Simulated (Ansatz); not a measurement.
# C3H7Br (1-bromopropane) at HSE06/def2-SVP

What is the energy change on altering one bond length of C3H7Br (1-bromopropane) at HSE06/def2-SVP? 

The calculation is run with Ansatz 0.2.0.

55 further runs of the same task are left out: 55 set aside as unsound or not needed.

## Step 1: The system as given

C3H7Br has 11 atoms, charge 0, and is taken as a singlet. SMILES: `CCCBr`. The shape is that of a PBE0-D4/def2-TZVP optimisation. This is one conformer, not always the lowest.

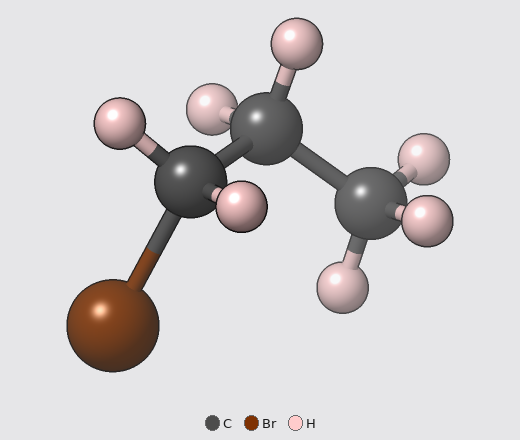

Viewed from a chosen angle; carbon dark grey, bromine brown, hydrogen pink.

## Step 2: The energy at HSE06/def2-SVP

Contents of input.yaml:

```yaml
crystal:
  periodic: [false, false, false]
  atoms:
    - symbol: C
      position_ang: [-0.555400, 1.176300, 0.174600]
    - symbol: C
      position_ang: [-0.232700, -0.258200, 0.548300]
    - symbol: C
      position_ang: [0.751200, -0.933400, -0.376500]
    - symbol: Br
      position_ang: [0.042600, -1.165200, -2.181600]
    - symbol: H
      position_ang: [-1.020500, 1.228900, -0.811600]
    - symbol: H
      position_ang: [-1.242800, 1.621500, 0.896400]
    - symbol: H
      position_ang: [0.349400, 1.789900, 0.151000]
    - symbol: H
      position_ang: [-1.148000, -0.854800, 0.598800]
    - symbol: H
      position_ang: [0.212600, -0.288200, 1.551000]
    - symbol: H
      position_ang: [1.664500, -0.352300, -0.499500]
    - symbol: H
      position_ang: [1.004600, -1.937400, -0.042700]
basis:
  gaussian: {orbitals: def2-SVP}
magnetization: {spin_polarized: false, initial_magnetization: 0}
hamiltonian: {xc: {name: HSE06}}
accuracy: high
output: {orbitals: {seedname: orbitals}}
```

Command:

```console
$ ansatz run input.yaml --threads 1 --pin off --max-ram 3480MiB --events-out events.jsonl --progress --plain --runs-dir runs
```

Standard output:

```text
Warning: RAYON_NUM_THREADS=1 ignored (pool sized by the plan → 1); use --threads N
Functional definition: HSE06
  name "HSE06"
  parameter a = 0.25
  parameter omega = 0.11/bohr
  exchange = pbe_x - a*pbe_x_sr(omega) + a*exact_x_sr(omega)
  correlation = pbe_c
2527 factors; integrals over basis functions are off by at most 4.7e-9 eV
97 factors; integrals over basis functions are off by at most 2.2e-9 eV
mean field evaluation 1: about -73242.0249 eV, gradient 5.1e1 eV
mean field evaluation 2: about -73236.8341 eV, gradient 6.7e1 eV
mean field evaluation 4: about -73248.6718 eV, gradient 3.0e0 eV
mean field evaluation 8: about -73248.9324 eV, gradient 1.6e-1 eV
mean field evaluation 16: about -73248.9325 eV, gradient 2.6e-5 eV
mean field -73248.93246653 eV, -2691.8486182353 hartree, gradient 3.3e-8 eV, S^2 0.000000; 0 other end points of the search recorded, 0 dependent functions left out
reference -73248.93246960 eV, -2691.8486183481 hartree; 30, 30 occupied and 79, 79 virtual orbitals, 2527 factors
Total energy: -73248.93246960 eV, -2691.8486183481 hartree
```

Wall time 9 s (1 thread of AMD EPYC 9R14 (Zen 4), shared host); peak memory 0.47 GiB.

## Step 3: The distorted shape

Contents of molecule.yaml:

```yaml
crystal:
  periodic: [false, false, false]
  atoms:
    - {symbol: C, position_ang: [-1.736112, 1.986562, 1.284390]}
    - {symbol: C, position_ang: [-1.413412, 0.552062, 1.658090]}
    - {symbol: C, position_ang: [0.751200, -0.933400, -0.376500]}
    - {symbol: Br, position_ang: [0.042600, -1.165200, -2.181600]}
    - {symbol: H, position_ang: [-2.201212, 2.039162, 0.298190]}
    - {symbol: H, position_ang: [-2.423512, 2.431762, 2.006190]}
    - {symbol: H, position_ang: [-0.831312, 2.600162, 1.260790]}
    - {symbol: H, position_ang: [-2.328712, -0.044538, 1.708590]}
    - {symbol: H, position_ang: [-0.968112, 0.522062, 2.660790]}
    - {symbol: H, position_ang: [1.664500, -0.352300, -0.499500]}
    - {symbol: H, position_ang: [1.004600, -1.937400, -0.042700]}
basis:
  gaussian: {orbitals: def2-SVP}
accuracy: high
hamiltonian: {xc: hse06}
magnetization: {spin_polarized: false}
output: {orbitals: {seedname: orbitals}}
```

Command:

```console
$ ansatz run molecule.yaml --threads 1 --pin off --max-ram 3480MiB --events-out events.jsonl --progress --plain --runs-dir runs
```

Standard output:

```text
Warning: RAYON_NUM_THREADS=1 ignored (pool sized by the plan → 1); use --threads N
Functional definition: HSE06
  name "HSE06"
  parameter a = 0.25
  parameter omega = 0.11/bohr
  exchange = pbe_x - a*pbe_x_sr(omega) + a*exact_x_sr(omega)
  correlation = pbe_c
2437 factors; integrals over basis functions are off by at most 1.0e-8 eV
111 factors; integrals over basis functions are off by at most 1.7e-9 eV
mean field evaluation 1: about -73224.9507 eV, gradient 7.1e1 eV
mean field evaluation 2: about -73119.2355 eV, gradient 1.4e2 eV
mean field evaluation 4: about -73235.3558 eV, gradient 4.3e1 eV
mean field evaluation 8: about -73243.1357 eV, gradient 8.6e-1 eV
mean field evaluation 16: about -73243.3742 eV, gradient 8.9e-3 eV
mean field -73243.37422109 eV, -2691.6443564829 hartree, gradient 5.7e-8 eV, S^2 0.000000; 0 other end points of the search recorded, 0 dependent functions left out
reference -73243.37422458 eV, -2691.6443566110 hartree; 30, 30 occupied and 79, 79 virtual orbitals, 2437 factors
Total energy: -73243.37422458 eV, -2691.6443566110 hartree
```

Wall time 7.8 s (1 thread of AMD EPYC 9R14 (Zen 4), shared host); peak memory 0.43 GiB.

## Step 4: Summary of results

Level: HSE06/def2-SVP.

```
                                                         quantity           value
                                        first shape: total energy  -2691.84862 Eh
                                         first shape: HOMO energy        -7.24 eV
                                         first shape: LUMO energy         0.10 eV
                                       first shape: HOMO–LUMO gap         7.34 eV
                                    distorted shape: total energy  -2691.64436 Eh
                                     distorted shape: HOMO energy        -5.47 eV
                                     distorted shape: LUMO energy        -3.84 eV
                                   distorted shape: HOMO–LUMO gap         1.64 eV
energy change with the C2–C3 bond stretched from 1.510 to 3.321 Å        5.558 eV
```

In words: One bond (distorted shape) is far stretched, which a spin-restricted single reference describes badly; a broken-symmetry solution may lie lower. With the C2–C3 bond stretched from 1.510 to 3.321 Å the energy rises by 5.56 eV (536 kJ/mol). The first shape isn't relaxed at this level, so the change isn't measured from a minimum. A restricted reference can't describe the breaking bond well at this length.
